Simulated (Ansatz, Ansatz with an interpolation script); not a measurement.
# Bi2Te2PbS2 (R-3m): what limits a Wannier interpolation of GW

How do the Wannier model and the GW settings move the interpolated bands of Bi2Te2PbS2 (R-3m)?

Calculated with Ansatz 0.2.0; maximally localised Wannier functions, PBEsol, plane waves, PAW; PAW set soft_1.

## 1. The structure

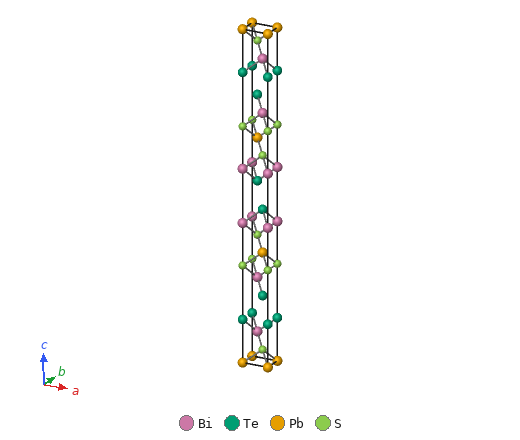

The starting structure, seen slightly off an axis (bismuth pink, tellurium teal, lead orange, sulfur green). This picture shows the conventional cell, with its axes. Bonds to atoms that aren't drawn are left out. Some periodic images of atoms are drawn too.

The cell and positions come from the Crystallography Open Database and are kept as given unless a step says otherwise. Spin-orbit coupling is left out unless a step names it.

## 2. Wannier model on 8×8×8

Localised functions give a small Hamiltonian that interpolates between mesh points at no cost.

input.yaml reads:

```yaml
crystal:
  lattice:
    - [2.13505, 1.2326716922, 13.4709566667]
    - [-2.13505, 1.2326716922, 13.4709566667]
    - [0.0, -2.4653433845, 13.4709566667]
  atoms:
    - { symbol: Bi, position: [0.58139, 0.58139, 0.58139] }
    - { symbol: Bi, position: [0.41861, 0.41861, 0.41861] }
    - { symbol: Te, position: [0.87066, 0.87066, 0.87066] }
    - { symbol: Te, position: [0.12934, 0.12934, 0.12934] }
    - { symbol: Pb, position: [0.0, 0.0, 0.0] }
    - { symbol: S, position: [0.29134, 0.29134, 0.29134] }
    - { symbol: S, position: [0.70866, 0.70866, 0.70866] }
kpoints:
  mp_grid: { grid: [4, 4, 4] }
hamiltonian:
  xc: pbesol
  pseudopotentials: { kind: paw, azcp: { folder: soft_1 }, xc_functional: pbe }
scf:
  occupations: { method: fixed }
  n_extra_bands: 113
output:
  wannier:
    kmesh: [8, 8, 8]
    projections:
      - { species: Bi, l: p, shell: 6 }
      - { species: Pb, l: p, shell: 6 }
      - { species: S, l: p, shell: 3 }
      - { species: Te, l: p, shell: 5 }
    minimise: true
    write_hr: true
    seedname: w
    conv_tol: 1.0e-06
    max_iter: 20000
    stability_check: false
    disentanglement:
      window: [2.99, 14.52]
      frozen_window: [2.99, 11.52]
      conv_tol: 1.0e-08
```

Started as:

```console
ansatz run input.yaml --threads 2 --pin off --max-ram 92160MiB --backend cuda --events-out ev --progress --plain --runs-dir out --devices 1 --max-vram 13GiB
```

Numbers of over 12 decimals in the logs are rounded to 6 here.

What it wrote:

```text
basis.fft_grid_basis auto: the FFT boxes are laid along the combinations [[1, 0, -1], [0, 1, -1], [0, 0, 1]] of the cell's own vectors, 4.270, 4.270 and 13.695 Å long. The dense box has 30×30×96 points. Along the cell's own vectors, as sized, it would have 96×96×96, 10.24 times as many. Of the 12 symmetry operations that the crystal satisfies within crystal.symmetry.tolerance (time reversal apart; of a slab, those th [...]
scf.n_extra_bands = 113 over 44 filled bands (N_el = 88.0): the run solves 157 bands
GPUs: using 1 of 1 available (devices: 1).
Engine: ansatz 0.2.0, x86_64-unknown-linux-gnu
Pseudopotentials: kind: paw
Pseudopotential: Bi, paw, valence charge 15, recommended cutoff 420 eV (normal), soft_1/Bi.paw.azcp
Pseudopotential: Te, paw, valence charge 16, recommended cutoff 420 eV (normal), soft_1/Te.paw.azcp
Pseudopotential: Pb, paw, valence charge 14, recommended cutoff 420 eV (normal), soft_1/Pb.paw.azcp
Pseudopotential: S, paw, valence charge 6, recommended cutoff 420 eV (normal), soft_1/S.paw.azcp
Functional definition: PBEsol
  exchange = pbesol_x
  correlation = pbesol_c
device memory: the entry about to start is reckoned to put 3.7 GiB on a device that reports 34.3 GiB free (of which the cap on the GPU budget leaves the run 13.0 GiB)
GPU FFT provider: cuFFT
GPU libraries: cuBLAS 13.8.2, cuFFT 12.4.0, cuSOLVER 12.3.4
Crystal: 7 atoms, lattice volume = 212.718 Å³
Basis set: ecut = 420 eV, 4143 PW (Γ), FFT grids on a1−a3, a2−a3, a3
Bands: 157, of which v1, the nominal top of the filled ones, is band 44 counted from 1 (43 counted from 0)
Symmetry: 12 space group operations
Space group: R-3m (ITA 166), of the structure as read, at distance tolerance 6.0e-5 Å
k-points: 13 of 64
Non-local potential: Bi, projectors of the file, l = 0: 2, l = 1: 2, l = 2: 2, l = 3: 1
Non-local potential: Te, projectors of the file, l = 0: 2, l = 1: 2, l = 2: 2, l = 3: 1
Non-local potential: Pb, projectors of the file, l = 0: 2, l = 1: 2, l = 2: 2, l = 3: 1
Non-local potential: S, projectors of the file, l = 0: 2, l = 1: 2, l = 2: 1
PAW form: soft (Blöchl's): semilocal exchange-correlation on the pseudo side does not see the compensation charge
PAW frozen core: Bi, regenerated for the run's functional, and the local potential with it (the file was generated under x = pbe(κ = 0.804, μ = 0.219515), c = pbe(β = 0.066725))
PAW frozen core: Te, regenerated for the run's functional, and the local potential with it (the file was generated under x = pbe(κ = 0.804, μ = 0.219515), c = pbe(β = 0.066725))
PAW frozen core: Pb, regenerated for the run's functional, and the local potential with it (the file was generated under x = pbe(κ = 0.804, μ = 0.219515), c = pbe(β = 0.066725))
[...]
E_ewald      = -7611.923501
  E_core_change = 1.115280  (= ΣΔE_core)
  E_smearing   = -0.000000  (= −TS)
  E_closure    = -0.000000  (closes the sum)
  Σ components = -51821.603013   (vs F -51821.603013, Δ=0.00e0)
--- Band table (eV; the first three rows and the last of 13) ---
  k-point 0: bands = [... 40 lower, 7.3716, 7.3961, 7.3961, 7.7951, 9.0284, 9.5022, 9.8249, 9.8249, ... 109 higher]
  k-point 1: bands = [... 40 lower, 6.9142, 7.1145, 7.3962, 7.7016, 9.5207, 9.8625, 10.2429, 10.7562, ... 109 higher]
  k-point 2: bands = [... 40 lower, 6.7182, 6.7981, 6.8288, 7.4387, 9.5386, 10.0627, 10.2710, 10.5696, ... 109 higher]
  k-point 12: bands = [... 40 lower, 7.2235, 7.4579, 7.4579, 8.2541, 8.5179, 9.6097, 9.6097, 9.7561, ... 109 higher]
Wannier search: line search 1 of at most 20000: gauge-dependent spread (as the search counts it) 2.0273835 Å², largest recent change 7.4e-2 Å² against conv_tol 1.0e-6 Å², 0 stops escaped
Wannier search: line search 100 of at most 20000: gauge-dependent spread (as the search counts it) 1.6674954 Å², largest recent change 7.7e-6 Å² against conv_tol 1.0e-6 Å², 0 stops escaped
Wannier search: line search 200 of at most 20000: gauge-dependent spread (as the search counts it) 1.6668404 Å², largest recent change 6.3e-6 Å² against conv_tol 1.0e-6 Å², 0 stops escaped
Wannier search: line search 300 of at most 20000: gauge-dependent spread (as the search counts it) 1.6661373 Å², largest recent change 8.9e-6 Å² against conv_tol 1.0e-6 Å², 0 stops escaped
Wannier search: line search 400 of at most 20000: gauge-dependent spread (as the search counts it) 1.6653871 Å², largest recent change 9.4e-6 Å² against conv_tol 1.0e-6 Å², 0 stops escaped
Wannier search: line search 500 of at most 20000: gauge-dependent spread (as the search counts it) 1.6645952 Å², largest recent change 7.7e-6 Å² against conv_tol 1.0e-6 Å², 0 stops escaped
Wannier search: line search 600 of at most 20000: gauge-dependent spread (as the search counts it) 1.6637442 Å², largest recent change 1.1e-5 Å² against conv_tol 1.0e-6 Å², 0 stops escaped
Wannier search: line search 700 of at most 20000: gauge-dependent spread (as the search counts it) 1.6628400 Å², largest recent change 1.1e-5 Å² against conv_tol 1.0e-6 Å², 0 stops escaped
[...]
Wannier search: line search 5700 of at most 20000: gauge-dependent spread (as the search counts it) 1.6188031 Å², largest recent change 1.9e-6 Å² against conv_tol 1.0e-6 Å², 0 stops escaped
Wannier search: line search 5800 of at most 20000: gauge-dependent spread (as the search counts it) 1.6186595 Å², largest recent change 1.7e-6 Å² against conv_tol 1.0e-6 Å², 0 stops escaped
Wannier search: line search 5900 of at most 20000: gauge-dependent spread (as the search counts it) 1.6185295 Å², largest recent change 1.2e-6 Å² against conv_tol 1.0e-6 Å², 0 stops escaped
Wannier search: line search 6000 of at most 20000: gauge-dependent spread (as the search counts it) 1.6184094 Å², largest recent change 1.4e-6 Å² against conv_tol 1.0e-6 Å², 0 stops escaped
WARN: <dir> 1410 periodic images of 1324 elements of H(R) lie 4.88e-4 to 1.95e-3 Å beyond their element's nearest image, near the 9.77e-4 Å window within which an element is shared among its images; whether they share it moves the interpolated H(k) by 3.3e-3 eV (Frobenius norm, root mean square over the Brillouin zone); at the model's own mesh points H(k) does not change
[key lines of the parts left out:]
SCF converged after 11 iterations
Free energy (F): -51821.603013 eV
Fermi energy:    8.254125 eV
```

Elapsed: 2.2 min, on 1 × NVIDIA H100 80GB HBM3 (shared by 6 runs) with 2 threads of AMD EPYC 7R13 (Zen 3), shared host; peak memory 2.6 GiB.

The column dr2 measures how far the density is from self-consistency, as an energy; F and HF (Harris–Foulkes) agree once it is small.

This step gave:

```
gauge-invariant spread     : 62.87 Å²
diagonal spread            : 0.1086 Å²
off-diagonal spread        : 1.510 Å²
total spread               : 64.49 Å²
least projectability       : 0.4841
localisation steps         : 6068
disentanglement steps      : 145
r.m.s. interpolation error : 0.002614 eV
r.m.s. error near the gap  : 0.003167 eV
```

Near the gap the model misses directly solved bands by 3.2 meV r.m.s. and by 25 meV at most in the window tested. This tests the starting bands, not the corrections carried with them.

## 3. Wannier model on 4×4×4

input.yaml: that of step 2 with these lines changed.

```diff
@@ -23,3 +23,3 @@
   wannier:
-    kmesh: [8, 8, 8]
+    kmesh: [4, 4, 4]
     projections:
```

What it wrote:

```text
[...]
GPUs: using 1 of 1 available (devices: 1).
[...]
GPU FFT provider: cuFFT
GPU libraries: cuBLAS 13.8.2, cuFFT 12.4.0, cuSOLVER 12.3.4
Crystal: 7 atoms, lattice volume = 212.718 Å³
Basis set: ecut = 420 eV, 4143 PW (Γ), FFT grids on a1−a3, a2−a3, a3
Bands: 157, of which v1, the nominal top of the filled ones, is band 44 counted from 1 (43 counted from 0)
[... 1 set-up line as in the run before ...]
[...]
k-points: 13 of 64
[...]
GPU buffer pool allocated for 86400 grid points (all kernels)
[...]
SCF iter   1: F=—  HF=-51823.408771 eV  |F-HF|=—  |Δ(HF+E_count)|=         —  Δρ=2.48e-2  dr2=1.66e1  ethr=3.10e-3  ⟨swp⟩=5.0  Hψ=7020  notcnv=0  defer=1428
[...]
SCF iter  11: F=-51821.603013 eV  HF=-51821.603013 eV  |F-HF|=6.15e-8  |Δ(HF+E_count)|=   8.06e-8  Δρ=3.31e-6  dr2=8.11e-8  ethr=1.14e-10  ⟨swp⟩=16.8  Hψ=22604  notcnv=0
SCF 1 converged in 11 iterations: F = -51821.603013 eV  dr2 = 8.11e-8
[...]
NSCF: frozen V_eff on 13 k-points
[...]
SCF converged after 11 iterations
Free energy (F): -51821.603013 eV
[...]
Internal energy: -51821.603013 eV  (E = F + TS)
E sigma→0 (E₀):  -51821.603013 eV
Fermi energy:    8.254125 eV
[...]
--- Band table (eV; the first three rows and the last of 13) ---
  k-point 0: bands = [... 40 lower, 7.3716, 7.3961, 7.3961, 7.7951, 9.0284, 9.5022, 9.8249, 9.8249, ... 109 higher]
  k-point 1: bands = [... 40 lower, 6.9142, 7.1145, 7.3962, 7.7016, 9.5207, 9.8625, 10.2429, 10.7562, ... 109 higher]
  k-point 2: bands = [... 40 lower, 6.7182, 6.7981, 6.8288, 7.4387, 9.5386, 10.0627, 10.2710, 10.5696, ... 109 higher]
  k-point 12: bands = [... 40 lower, 7.2235, 7.4579, 7.4579, 8.2541, 8.5179, 9.6097, 9.6097, 9.7561, ... 109 higher]
[...]
```

Elapsed: 23 s, on 1 × NVIDIA H100 80GB HBM3 (shared by 6 runs) with 2 threads; peak memory 1.2 GiB; 26 s of CPU time.

Numbers from this step:

- gauge-invariant spread: 56.04 Å²
- diagonal spread: 0.1027 Å²
- off-diagonal spread: 2.137 Å²
- total spread: 58.28 Å²
- least projectability: 0.4844
- localisation steps: 2060
- disentanglement steps: 51
- r.m.s. interpolation error: 0.02289 eV
- r.m.s. error near the gap: 0.02616 eV

Near the gap the model misses directly solved bands by 26.2 meV r.m.s. and by 122 meV at most in the window tested. This tests the starting bands, not the corrections carried with them.

Frozen up to 3.26 eV; above it the model need not follow the bands. The electronic bands at the labelled points (eV, zero at the valence-band top; v1 is the highest filled band, c1 the lowest empty one):

```
     point     v4     v3     v2     v1    c1    c2    c3    c4
         Γ  -0.88  -0.86  -0.86  -0.46  0.77  1.25  1.57  1.57
         T  -1.03  -0.80  -0.80   0.00  0.26  1.36  1.36  1.50
        H2  -1.97  -1.35  -1.01  -0.74  1.63  1.73  2.55  3.09
jump to H0  -1.98  -1.35  -1.03  -0.72  1.65  1.72  2.56  3.06
         L  -1.54  -1.46  -1.43  -0.82  1.28  1.81  2.02  2.32
         Γ  -0.88  -0.86  -0.86  -0.46  0.77  1.25  1.57  1.57
        S0  -1.84  -1.49  -0.97  -0.75  1.64  1.75  2.76  2.77
jump to S2  -1.82  -1.49  -0.97  -0.76  1.66  1.70  2.76  2.79
         F  -1.91  -1.66  -1.14  -0.56  0.84  1.84  2.34  2.64
         Γ  -0.88  -0.86  -0.86  -0.46  0.77  1.25  1.57  1.57
```

The same for Kohn-Sham, solved directly:

```
point     v4     v3     v2     v1    c1    c2    c3    c4
    Γ  -0.88  -0.86  -0.86  -0.46  0.77  1.25  1.57  1.57
    T  -1.03  -0.80  -0.80   0.00  0.26  1.36  1.36  1.50
   H2  -1.96  -1.30  -0.99  -0.71  1.71  1.80  2.50  3.05
   H0  -1.96  -1.30  -0.99  -0.71  1.71  1.80  2.50  3.05
    L  -1.54  -1.46  -1.43  -0.82  1.28  1.81  2.02  2.32
    Γ  -0.88  -0.86  -0.86  -0.46  0.77  1.25  1.57  1.57
   S0  -1.80  -1.45  -0.92  -0.75  1.74  1.77  2.70  2.78
   S2  -1.80  -1.45  -0.92  -0.75  1.74  1.77  2.70  2.78
    F  -1.91  -1.66  -1.14  -0.56  0.84  1.84  2.34  2.64
    Γ  -0.88  -0.86  -0.86  -0.46  0.77  1.25  1.57  1.57
```

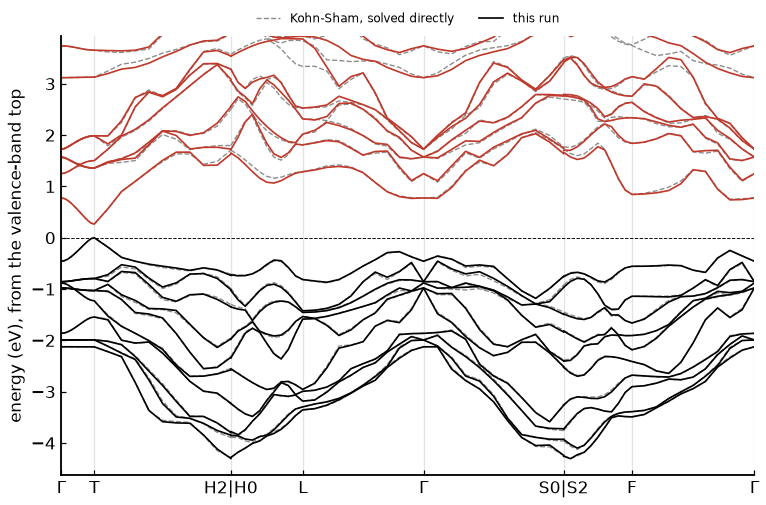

Electronic bands along the path; lines of filled and empty bands in two colours; dashed: Kohn-Sham, solved directly.

## 4. G0W0: 4×4×4 mesh, 715 empty bands, screening to 130 eV, PAW set soft_1 files

G0W0 replaces the xc potential by the self-energy, built once from these orbitals. Only a window of levels is corrected, while the sums run over the empty bands that the input names.

This step: G0W0 on PBEsol, plane waves, PAW; PAW set soft_1.

input.yaml, the sections that differ from step 3:

```yaml
scf:
  occupations: { method: fixed }
gw:
  n_empty_bands: 715
  ecut_chi: 130.0
  qp_bands: [v12, c7]
  screening: { model: contour_deformation }
# crystal, kpoints, hamiltonian: as in step 3
# output: removed
```

What it wrote:

```text
GPUs: using 1 of 1 available (devices: 1).
[...]
GPU FFT provider: cuFFT
GPU libraries: cuBLAS 13.8.2, cuFFT 12.4.0, cuSOLVER 12.3.4
Crystal: 7 atoms, lattice volume = 212.718 Å³
Basis set: ecut = 420 eV, 4143 PW (Γ)
Bands: 53, of which v1, the nominal top of the filled ones, is band 44 counted from 1 (43 counted from 0)
[... 1 set-up line as in the run before ...]
[...]
k-points: 13 of 64
[...]
12    44      8.2541   -15.0275    -0.1314   -14.9112  0.7702     7.9827     8.0063  root ?
[...]
12    48      9.7560    -9.7768    -3.5611   -13.4127  0.7567     9.8309     9.8307  root
    12    49     10.2393   -10.0341    -3.6416   -13.7771  0.7474    10.3412    10.3407  root
    12    50     10.2393   -10.0341    -3.6416   -13.7771  0.7474    10.3412    10.3407  root
    12    51     11.3820    -8.6642    -4.2224   -13.0301  0.7561    11.5262    11.5255  root
[key lines of the parts left out:]
SCF converged after 9 iterations
Free energy (F): -51821.602997 eV
Fermi energy:    8.254089 eV
```

The job ended after 8.2 min (1 × NVIDIA H100 80GB HBM3 (shared by 6 runs) with 2 threads; peak memory 2.5 GiB; 13 min of CPU time).

The G0W0 gap on the mesh is 0.566 eV.

## 5. G0W0: 2×2×2 mesh, 715 empty bands, screening to 130 eV, PAW set soft_1 files

input.yaml: that of step 4 with these lines changed.

```diff
@@ -14,3 +14,3 @@
 kpoints:
-  mp_grid: { grid: [4, 4, 4] }
+  mp_grid: { grid: [2, 2, 2] }
 hamiltonian:
```

What it wrote:

```text
GPUs: using 1 of 1 available (devices: 1).
[...]
GPU FFT provider: cuFFT
GPU libraries: cuBLAS 13.8.2, cuFFT 12.4.0, cuSOLVER 12.3.4
Crystal: 7 atoms, lattice volume = 212.718 Å³
Basis set: ecut = 420 eV, 4143 PW (Γ)
Bands: 53, of which v1, the nominal top of the filled ones, is band 44 counted from 1 (43 counted from 0)
[... 1 set-up line as in the run before ...]
[...]
k-points: 4 of 8
[...]
3    44      8.2852   -14.9801    -0.1655   -14.9004  0.7499     8.0250     8.0400  root ?
[...]
3    48      9.8015    -9.2833    -4.0827   -13.3844  0.6439     9.8201     9.8199  root
     3    49     10.2853    -9.6467    -4.0359   -13.7663  0.6935    10.3700    10.3689  root
     3    50     10.2853    -9.6467    -4.0359   -13.7663  0.6935    10.3700    10.3689  root
     3    51     11.3930    -8.3627    -4.5815   -13.0251  0.7174    11.4744    11.4739  root
[key lines of the parts left out:]
SCF converged after 10 iterations
Free energy (F): -51820.356332 eV
Fermi energy:    8.285228 eV
```

Elapsed: 42 s, on 1 × NVIDIA H100 80GB HBM3 (shared by 6 runs) with 2 threads; peak memory 1.8 GiB; 65 s of CPU time.

The G0W0 gap on the mesh is 0.544 eV.

## 6. G0W0: 4×4×4 mesh, 332 empty bands, screening to 78 eV, PAW set soft_1 files

input.yaml: that of step 5 with these lines changed.

```diff
@@ -14,3 +14,3 @@
 kpoints:
-  mp_grid: { grid: [2, 2, 2] }
+  mp_grid: { grid: [4, 4, 4] }
 hamiltonian:
@@ -21,4 +21,4 @@
 gw:
-  n_empty_bands: 715
-  ecut_chi: 130.0
+  n_empty_bands: 332
+  ecut_chi: 78
   qp_bands: [v12, c7]
```

What it wrote:

```text
GPUs: using 1 of 1 available (devices: 1).
[...]
GPU FFT provider: cuFFT
GPU libraries: cuBLAS 13.8.2, cuFFT 12.4.0, cuSOLVER 12.3.4
Crystal: 7 atoms, lattice volume = 212.718 Å³
Basis set: ecut = 420 eV, 4143 PW (Γ)
Bands: 53, of which v1, the nominal top of the filled ones, is band 44 counted from 1 (43 counted from 0)
[... 1 set-up line as in the run before ...]
[...]
k-points: 13 of 64
[...]
12    44      8.2541   -15.0275     0.0899   -14.9112  0.7721     8.2277     8.2276  root
[...]
12    48      9.7560    -9.7768    -3.3867   -13.4127  0.7581    10.0340    10.0052  root ?
    12    49     10.2393   -10.0341    -3.3495   -13.7771  0.7485    10.5484    10.6328  root ?
    12    50     10.2393   -10.0341    -3.3495   -13.7771  0.7485    10.5484    10.6328  root ?
    12    51     11.3820    -8.6642    -3.9601   -13.0301  0.7572    11.7249    11.7878  root ?
[key lines of the parts left out:]
SCF converged after 9 iterations
Free energy (F): -51821.602997 eV
Fermi energy:    8.254089 eV
```

Wall time 4.3 min (1 × NVIDIA H100 80GB HBM3 (shared by 6 runs) with 2 threads); peak memory 1.8 GiB; 7 min of CPU time.

The G0W0 gap on the mesh is 0.519 eV.

## 7. Interpolated results

Times are wall times on 1 × NVIDIA H100 80GB HBM3 (shared by 6 runs) with 2 threads of AMD EPYC 7R13 (Zen 3), shared host, good to a factor of about two.

```
GW mesh  empty bands  cutoff (eV)            frequency  gap on mesh (eV)  gap over zone (eV)  direct gap (eV)  valence width (eV)  GW time
  4×4×4          715          130  contour deformation             0.566               0.566            0.566               5.215  8.2 min
  2×2×2          715          130  contour deformation             0.544               0.543            0.543               5.074     42 s
  4×4×4          332           78  contour deformation             0.519               0.519            0.519               5.225  4.3 min
```

## 8. Outcome

| Item | Value |
| --- | --- |
| 4×4×4 mesh, 715 empty bands, screening to 130 eV, PAW set soft_1 files | 0.57 eV |
| 2×2×2 mesh, 715 empty bands, screening to 130 eV, PAW set soft_1 files | 0.54 eV |
| 4×4×4 mesh, 332 empty bands, screening to 78 eV, PAW set soft_1 files | 0.52 eV |

In words: The largest change, −0.05 eV in the gap over the zone, comes with 4×4×4 mesh, 332 empty bands, screening to 78 eV, PAW set soft_1 files. The first run is a reference, not a converged one, and where a row moves several settings no single cause can be named. Rows on another GW mesh add that mesh's corrections to the bands of the one model. The program marks an edge row as in doubt in the run with 4×4×4 mesh, 715 empty bands, screening to 130 eV, PAW set soft_1 files. The program marks an edge row as in doubt in the run with 2×2×2 mesh, 715 empty bands, screening to 130 eV, PAW set soft_1 files. The program marks an edge row as in doubt in the run with 4×4×4 mesh, 332 empty bands, screening to 78 eV, PAW set soft_1 files. Coarser Wannier mesh (4×4×4): the miss near the gap goes from 3 (the model on 8×8×8) to 26 meV and the total spread from 64.5 to 58.3 Å². With 2×2×2 mesh, 715 empty bands, screening to 130 eV, PAW set soft_1 files the gap over the zone moves by −0.02 eV and that on the mesh by −0.02 eV. With 4×4×4 mesh, 332 empty bands, screening to 78 eV, PAW set soft_1 files the gap over the zone moves by −0.05 eV and that on the mesh by −0.05 eV. Gaps over the zone and on the mesh differ where an edge lies off the mesh, or where a GW run starts from another density: the starting gap over the zone is 0.264 eV, on the GW meshes it is 0.264 eV and 0.265 eV. The RPA ε∞ on this mesh reaches over 25; with a narrow direct gap a coarse mesh can overstate it, and the correction is then too small. The many-body steps are scalar-relativistic: spin-orbit coupling is not in them. The program marks a band-edge row as in doubt, so the gap is less sure than its digits.

[Paths, hosts, dates, memory and timing lines, banners, echoed tables and standing remarks are left out of the program output.]

[Logs are printed without paths, hosts, clocks, repeated set-up lines and the standing remarks that a program may print on its own settings, such as how far it seeks lower states.]

[Runs of the session that timed out or met a known fault of the program may be left out.]

[Hosts, paths, dates, database ids (printed as entryN), source tags and the programs' standing remarks are cut or masked in the printed files.]
